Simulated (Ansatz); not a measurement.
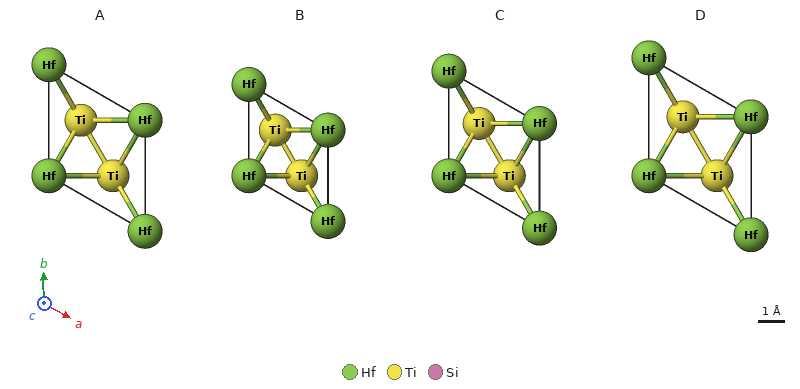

4 geometries from one relaxation of solid HfTi$_{4}$Si (a generated structure, set up in P6/mmm) (coarse preliminary run), in shuffled order. A ball-and-stick model of the cell of the calculation, seen along the c axis.

Theory: DFT PBE, scalar-relativistic, plane waves, PAW in Ansatz 0.2.0. (plane-wave cutoff 420 eV; k-point mesh 6 × 6 × 4; occupations gaussian; smearing width 0.1 eV; no spin polarisation; cell and atoms relaxed; force threshold 0.04 eV/Å; at most 70 steps)

### Put them in the order of the run, from the start to the converged end.

B, C, A, D. They are steps 0, 3, 5, 14, at +10.888 eV per cell of the calculation, +2.725 eV per cell of the calculation, +1.045 eV per cell of the calculation relative to the last. The largest moves relative to the cell, 0.063 Å, are those of Ti atoms. Si and Hf stay in place. The volume changes by +34.2 %, with a = b 3.526 → 4.555 Å (+29.2 %), c 6.983 → 5.613 Å (−19.6 %). Some distances before and after: Ti–Ti 3.536 → 2.716 Å, Hf–Si 3.492 → 2.807 Å, Ti–Ti 2.036 → 2.630 Å, Ti–Ti 3.448 → 2.897 Å. New bonds form: Ti–Ti (3.54 → 2.72 Å). The space group stays P6/mmm (No. 191). The energy falls by 10.888 eV per cell of the calculation in 12 accepted moves (14 points after the start). The largest force component goes from 2.6 to 0.00061 eV/Å. Pressure: 68.91 GPa at the start and −0.08 GPa at the end. The SCF was repeated twice at an unchanged geometry on a basis and grid sized afresh for the cell, which shifted the energy by 0.560 eV per cell of the calculation at most. Cost: 88 s on 1 thread of AMD EPYC 7R43 64-Core Processor (Zen 3), with other jobs on the host, peak memory 0.49 GiB.
